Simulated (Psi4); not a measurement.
**CH$_{3}$AlO: single-point calculation**

The run: single-point calculation of CH$_{3}$AlO, SMILES [CH3][Al]=[O]. Method and program: B2PLYP/cc-pwCVTZ, RKS (Psi4 1.11).

The geometry comes from this level: PBE0-D4/def2-TZVP.

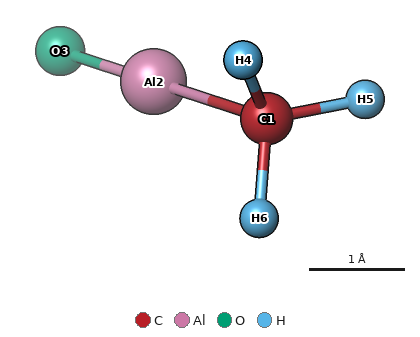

The input geometry (ball-and-stick view, seen at a tilt; atoms are numbered from 1 in the order of the input). Sticks mark near contacts.

**Input file (calc.py)**
```python
import psi4

psi4.set_memory('1600 MB')
psi4.set_num_threads(1)
psi4.core.set_output_file('psi4.out', False)

mol = psi4.geometry("""
0 1
C     -0.77951203     0.94146156    -0.59601962
Al     1.31657219    -1.59001556     1.00627916
O      3.04567160    -3.67797396     2.32833156
H      0.12321014     2.79509391    -0.49869872
H     -2.61462507     1.05994738     0.34166248
H     -1.09112786     0.47129770    -2.58155486
units au
symmetry c1
""")

options = {'basis': 'cc-pwCVTZ', 'puream': True, 'scf_type': 'df', 'dft_radial_points': 99, 'dft_spherical_points': 590, 'num_frozen_docc': 0}
psi4.set_options(options)

E = psi4.energy("b2plyp")
print(f'total energy {E:.8f} hartree = {E * 27.211386:.5f} eV')
```

Run as:
```bash
python calc.py
```

**What the program printed**
```
=> Loading Basis Set <=

    Name: CC-PWCVTZ
    Role: ORBITAL
    Keyword: BASIS

         ---------------------------------------------------------
                                   SCF
                              RKS Reference
                        1 Threads,   1525 MiB Core
         ---------------------------------------------------------

  ==> Geometry <==

    Molecular point group: c1
    Full point group: C1

    Geometry (in Bohr), charge = 0, multiplicity = 1:

       Center              X                  Y                   Z               Mass
    ------------   -----------------  -----------------  -----------------  -----------------
         C           -2.008370098718     2.425467087406    -1.535334029163    12.000000000000
         AL           0.087714121282    -0.106010032594     0.066964750837    26.981538530000
         O            1.816813531282    -2.193968432594     1.389017150837    15.994914619570
         H           -1.105647928718     4.279099437406    -1.438013129163     1.007825032230
         H           -3.843483138718     2.543952907406    -0.597651929163     1.007825032230
         H           -2.319985928718     1.955303227406    -3.520869269163     1.007825032230

  Running in c1 symmetry.

  Rotational constants: A =      5.32716  B =      0.16349  C =      0.16349 [cm^-1]
  Rotational constants: A = 159704.10715  B =   4901.19185  C =   4901.18981 [MHz]
  Nuclear repulsion =   83.909553097971084

  Charge       = 0
  Multiplicity = 1
  Electrons    = 30
  Nalpha       = 15
  Nbeta        = 15

  ==> Algorithm <==

  SCF Algorithm Type is DF.
  DIIS enabled.
  MOM disabled.
  Fractional occupation disabled.
  Guess Type is SAD.
  Energy threshold   = 1.00e-06
  Density threshold  = 1.00e-06
  Integral threshold = 1.00e-12

  ==> Primary Basis <==

  Basis Set: CC-PWCVTZ
    Blend: CC-PWCVTZ
    Number of shells: 67
    Number of basis functions: 187
    Number of Cartesian functions: 212
    Spherical Harmonics?: true
    Max angular momentum: 3

  ==> DFT Potential <==

   => LibXC <=

    Version 7.1.2

   => Composite Functional: B2PLYP <=

    B2PLYP Double Hybrid Exchange-Correlation Functional

    Deriv               =              1
    GGA                 =           TRUE
    Meta                =          FALSE

    Exchange Hybrid     =           TRUE
    MP2 Hybrid          =           TRUE

   => Exchange Functionals <=

    0.4700     XC_GGA_X_B88

   => Exact (HF) Exchange <=

    0.5300               HF

   => Correlation Functionals <=

    0.7300     XC_GGA_C_LYP

   => MP2 Correlation <=

    0.2700       MP2

   => LibXC Density Thresholds  <==

    XC_GGA_C_LYP:  1.00E-14
    XC_GGA_X_B88:  1.00E-15

   => Molecular Quadrature <=

    Radial Scheme          =       TREUTLER
    Pruning Scheme         =           NONE
    Nuclear Scheme         =       TREUTLER

    Blocking Scheme        =         OCTREE
    BS radius alpha        =              1
    Pruning alpha          =              1
    Radial Points          =             99
    Spherical Points       =            590
    Total Points           =         335206
    Total Blocks           =           2450
    Max Points             =            256
    Max Functions          =            170
    Weights Tolerance      =       1.00E-15

   => Loading Basis Set <=

    Name: (CC-PWCVTZ AUX)
    Role: JKFIT
    Keyword: DF_BASIS_SCF

  ==> Integral Setup <==

  DFHelper Memory: AOs need 0.096 GiB; user supplied 0.096 GiB.
  SCF_SUBTYPE=INCORE selected. In-core MEM_DF algorithm will be used.
  Using in-core AOs.

  ==> MemDFJK: Density-Fitted J/K Matrices <==

    J tasked:                   Yes
    K tasked:                   Yes
    wK tasked:                   No
    Memory [MiB]:                98
    Algorithm:                 Core
    Schwarz Cutoff:           1E-12
    Mask sparsity (%):       8.5104
    Fitting Condition:        1E-10

   => Auxiliary Basis Set <=

  Basis Set: (CC-PWCVTZ AUX)
    Blend: CC-PVTZ-JKFIT
    Number of shells: 117
    Number of basis functions: 369
    Number of Cartesian functions: 442
    Spherical Harmonics?: true
    Max angular momentum: 4

  Cached 50.0% of DFT collocation blocks in 0.606 [GiB].

  Minimum eigenvalue in the overlap matrix is 8.8874330525E-04.
  Reciprocal condition number of the overlap matrix is 1.2636430394E-04.
    Using symmetric orthogonalization.

  ==> Pre-Iterations <==

  SCF Guess: Superposition of Atomic Densities via on-the-fly atomic UHF (no occupation information).

   -------------------------
    Irrep   Nso     Nmo
   -------------------------
     A        187     187
   -------------------------
    Total     187     187
   -------------------------

  ==> Iterations <==

                           Total Energy        Delta E     RMS |[F,P]|

   @DF-RKS iter SAD:  -356.23786048175941   -3.56238e+02   0.00000e+00
   @DF-RKS iter   1:  -356.79522101644858   -5.57361e-01   5.54455e-03 DIIS/ADIIS
   @DF-RKS iter   2:  -354.65131672374918    2.14390e+00   1.15479e-02 DIIS/ADIIS
   @DF-RKS iter   3:  -357.16856581532454   -2.51725e+00   2.16431e-03 DIIS/ADIIS
   @DF-RKS iter   4:  -357.24866609833566   -8.01003e-02   6.76900e-04 DIIS/ADIIS
   @DF-RKS iter   5:  -357.25558984194521   -6.92374e-03   8.96209e-05 DIIS
   @DF-RKS iter   6:  -357.25567808745615   -8.82455e-05   3.40236e-05 DIIS
   @DF-RKS iter   7:  -357.25569292740880   -1.48400e-05   7.32501e-06 DIIS
   @DF-RKS iter   8:  -357.25569378906664   -8.61658e-07   9.54183e-07 DIIS
  Energy and wave function converged.

  ==> Post-Iterations <==

   Electrons on quadrature grid:
      Ntotal   =   30.0000000315 ; deviation = 3.149e-08

    Orbital Energies [Eh]
    ---------------------

    Doubly Occupied:

       1A    -57.043167     2A    -19.633886     3A    -10.637825
       4A     -4.445085     5A     -2.900959     6A     -2.900959
       7A     -2.894270     8A     -0.967851     9A     -0.829685
      10A     -0.507074    11A     -0.507049    12A     -0.439474
      13A     -0.345044    14A     -0.308880    15A     -0.308880

    Virtual:

      16A     -0.018253    17A      0.022268    18A      0.022270
      19A      0.082958    20A      0.115750    21A      0.115757
      22A      0.173522    23A      0.192639    24A      0.195381
      25A      0.195386    26A      0.245008    27A      0.245012
      28A      0.318902    29A      0.318919    30A      0.321560
      31A      0.360588    32A      0.360604    33A      0.485220
      34A      0.496241    35A      0.496264    36A      0.508767
      37A      0.560679    38A      0.678105    39A      0.678225
      40A      0.678234    41A      0.743128    42A      0.743136
      43A      0.771767    44A      0.778532    45A      0.778549
      46A      0.789556    47A      0.809058    48A      0.862698
      49A      0.862743    50A      0.925367    51A      0.925368
      52A      0.937267    53A      0.948813    54A      1.025123
      55A      1.062835    56A      1.062838    57A      1.165665
      58A      1.165692    59A      1.188852    60A      1.214137
      61A      1.268208    62A      1.268236    63A      1.378555
      64A      1.378565    65A      1.421626    66A      1.500282
      67A      1.511011    68A      1.511031    69A      1.584875
      70A      1.824619    71A      1.824623    72A      1.891793
      73A      1.891813    74A      2.129186    75A      2.247876
      76A      2.247933    77A      2.421408    78A      2.428624
      79A      2.428699    80A      2.474516    81A      2.653672
      82A      2.653691    83A      2.777814    84A      2.897518
      85A      2.947449    86A      2.947468    87A      2.985252
      88A      2.985270    89A      3.057151    90A      3.086308
      91A      3.086367    92A      3.161982    93A      3.161994
      94A      3.206810    95A      3.206815    96A      3.230891
      97A      3.369744    98A      3.400852    99A      3.500954
     100A      3.500979   101A      3.628153   102A      3.657058
     103A      3.657089   104A      3.725914   105A      3.893045
     106A      3.893078   107A      3.940347   108A      3.943503
     109A      3.943519   110A      4.069616   111A      4.069622
     112A      4.156475   113A      4.156510   114A      4.175485
     115A      4.242221   116A      4.387475   117A      4.683988
     118A      4.684013   119A      4.856389   120A      4.874862
     121A      4.874910   122A      4.881811   123A      4.889966
     124A      4.915990   125A      4.916021   126A      5.075980
     127A      5.155083   128A      5.155194   129A      5.174875
     130A      5.181254   131A      5.310059   132A      5.362395
     133A      5.362414   134A      5.418760   135A      5.419324
     136A      5.453445   137A      5.453449   138A      5.674759
     139A      5.674761   140A      5.759711   141A      5.836400
     142A      5.898556   143A      5.898582   144A      6.064432
     145A      6.610947   146A      6.610949   147A      7.016921
     148A      7.016927   149A      7.259462   150A      7.762656
     151A      7.762663   152A      8.876685   153A     10.995091
     154A     11.120529   155A     11.120776   156A     12.922118
     157A     12.922119   158A     13.011410   159A     13.011416
     160A     13.055420   161A     13.278324   162A     14.717759
     163A     14.717797   164A     14.905440   165A     15.308315
     166A     15.308395   167A     18.610480   168A     18.610484
     169A     19.268126   170A     22.090144   171A     29.605386
     172A     29.605402   173A     29.799206   174A     29.799209
     175A     29.895140   176A     30.911296   177A     30.911301
     178A     31.531192   179A     33.148156   180A     50.294610
     181A     50.366489   182A     50.366662   183A     62.206790
     184A     89.495248   185A     89.495251   186A     89.979641
     187A    106.488443

    Final Occupation by Irrep:
              A
    DOCC [    15 ]
    NA   [    15 ]
    NB   [    15 ]

  @DF-RKS Final Energy:  -357.25569378906664

   => Energetics <=

    Nuclear Repulsion Energy =             83.9095530979710844
    One-Electron Energy =                -661.3870726597273233
    Two-Electron Energy =                 236.3987190557255644
    DFT Exchange-Correlation Energy =     -16.1768932830359375
    Empirical Dispersion Energy =           0.0000000000000000
    VV10 Nonlocal Energy =                  0.0000000000000000
    Total Energy =                       -357.2556937890666404

Computation Completed

Properties will be evaluated at   0.000000,   0.000000,   0.000000 [a0]

Properties computed using the SCF density matrix

 Multipole Moments:

 ------------------------------------------------------------------------------------
     Multipole            Electronic (a.u.)      Nuclear  (a.u.)        Total (a.u.)
 ------------------------------------------------------------------------------------

 L = 1.  Multiply by 2.5417464519 to convert [e a0] to [Debye]
 Dipole X            :          2.2801121           -3.6445458           -1.3644336
 Dipole Y            :         -2.7537202            4.4012802            1.6475600
 Dipole Z            :          1.7426225           -2.7858595           -1.0432371
 Magnitude           :                                                    2.3800161

 ------------------------------------------------------------------------------------

	total time  =         10 seconds =       0.17 minutes

   => Loading Basis Set <=

    Name: (CC-PWCVTZ AUX)
    Role: RIFIT
    Keyword: DF_BASIS_MP2

	 --------------------------------------------------------
	                          DF-MP2
	      2nd-Order Density-Fitted Moller-Plesset Theory
	              RMP2 Wavefunction,   1 Threads

	 --------------------------------------------------------

   => Auxiliary Basis Set <=

  Basis Set: (CC-PWCVTZ AUX)
    Blend: CC-PWCVTZ-RI
    Number of shells: 142
    Number of basis functions: 488
    Number of Cartesian functions: 602
    Spherical Harmonics?: true
    Max angular momentum: 4

	 --------------------------------------------------------
	                 NBF =   187, NAUX =   488
	 --------------------------------------------------------
	   CLASS    FOCC     OCC    AOCC    AVIR     VIR    FVIR
	   PAIRS       0      15      15     172     172       0
	 --------------------------------------------------------

	-----------------------------------------------------------
	 ==================> DF-MP2 Energies <====================
	-----------------------------------------------------------
	 Reference Energy          =    -357.2556937890666404 [Eh]
	 Singles Energy            =      -0.0000000000000000 [Eh]
	 Same-Spin Energy          =      -0.2538727252327906 [Eh]
	 Opposite-Spin Energy      =      -0.7830596480606623 [Eh]
	 Correlation Energy        =      -1.0369323732934530 [Eh]
	 Total Energy              =    -358.2926261623600794 [Eh]
	-----------------------------------------------------------
	 ================> DF-SCS-MP2 Energies <==================
	-----------------------------------------------------------
	 SCS Same-Spin Scale       =       0.3333333333333333 [-]
	 SCS Opposite-Spin Scale   =       1.2000000000000000 [-]
	 SCS Same-Spin Energy      =      -0.0846242417442635 [Eh]
	 SCS Opposite-Spin Energy  =      -0.9396715776727947 [Eh]
	 SCS Correlation Energy    =      -1.0242958194170584 [Eh]
	 SCS Total Energy          =    -358.2799896084836746 [Eh]
	-----------------------------------------------------------

    B2PLYP Energy Summary
    ---------------------
    DFT Reference Energy                  =  -357.2556937890666404
    Scaled MP2 Correlation                =    -0.2799717407892323
    @Final double-hybrid DFT total energy =  -357.5356655298558621

	total time  =          1 seconds =       0.02 minutes
```

**Standard output**
```
total energy -357.53566553 hartree = -9729.04100 eV
```

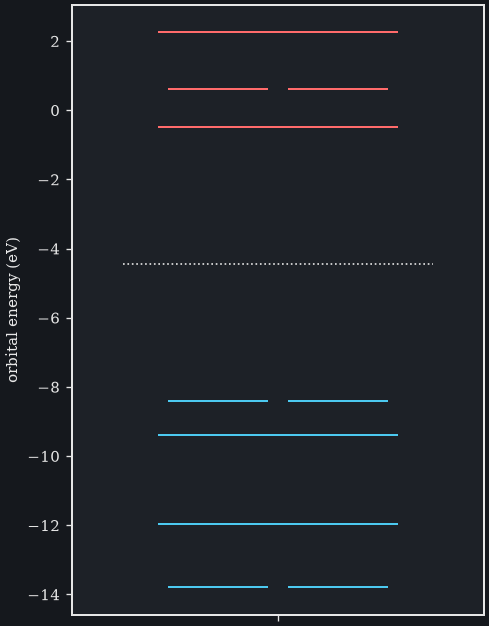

Orbital energies near the frontier; the dotted line parts filled from empty levels, and levels within 0.02 eV of each other stand side by side. Highest filled −8.41 eV, lowest empty −0.50 eV, 7.91 eV apart.

**Key numbers**

| quantity | value |
| --- | --- |
| outcome | converged |
| total energy | −357.535666 hartree |
| SCF energy | −357.255694 hartree |
| basis functions | 187 |
| HOMO | −8.41 eV |
| LUMO | −0.50 eV |
| hardware | 1 thread of AMD EPYC (Zen 5), 16 GiB of memory available, shared host |
| wall time | 11 s |
| peak memory | 1 GiB |
